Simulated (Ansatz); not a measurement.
Complex (SMILES): C (CH4) with [H][H] (H2), atoms 1 to 5 the first; geometry from B3LYP-D3(BJ)/def2-TZVP, monomers rigid:
```xyz
7

C     -0.1244    -0.1244     0.1342
H      0.5271     0.4868     0.7574
H     -0.8183    -0.6760     0.7670
H      0.4773    -0.8263    -0.4418
H     -0.6845     0.5170    -0.5450
H      1.8534     1.4427    -1.6637
H      2.3267     1.8195    -2.0969
```

Basis-set convergence of the counterpoise-corrected interaction energy at PBE with Ansatz (a quantum-chemistry and plane-wave program). Cartesian d functions, on some or all atoms, in 6-31G*; all else is spherical. The program fits the integrals of some runs and decomposes those of others, by size. No added dispersion term, no relativity. Functions are those of the species that has most. Reference: the value in aug-pcseg-3, -0.20 kcal/mol. Deviations are taken from unrounded values.

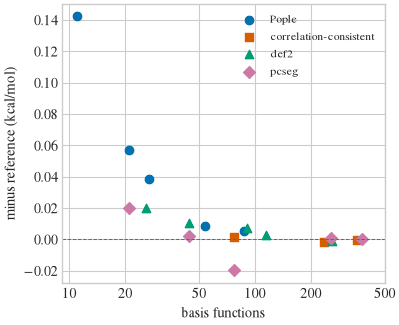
Figure. Deviation from the reference against the number of basis functions, by family of sets.

```tsv
basis	functions	counterpoise-corrected interaction energy (kcal/mol)	minus reference (kcal/mol)
STO-3G	11	-0.06	0.14
3-21G	21	-0.15	0.06
pcseg-0	21	-0.18	0.02
def2-SV(P)	26	-0.18	0.02
6-31G*	27	-0.16	0.04
def2-SVP	44	-0.19	0.01
pcseg-1	44	-0.20	0.00
6-311G**	54	-0.19	0.01
aug-cc-pVDZ	77	-0.20	0.00
aug-pcseg-1	77	-0.22	-0.02
6-311++G(2d,2p)	87	-0.20	0.01
def2-TZVPD	91	-0.20	0.01
def2-TZVPP	115	-0.20	0.00
cc-pVQZ	235	-0.20	0.00
pcseg-3	258	-0.20	0.00
def2-QZVPPD	261	-0.20	0.00
aug-cc-pVQZ	356	-0.20	0.00
aug-pcseg-3	379	-0.20	0.00
```
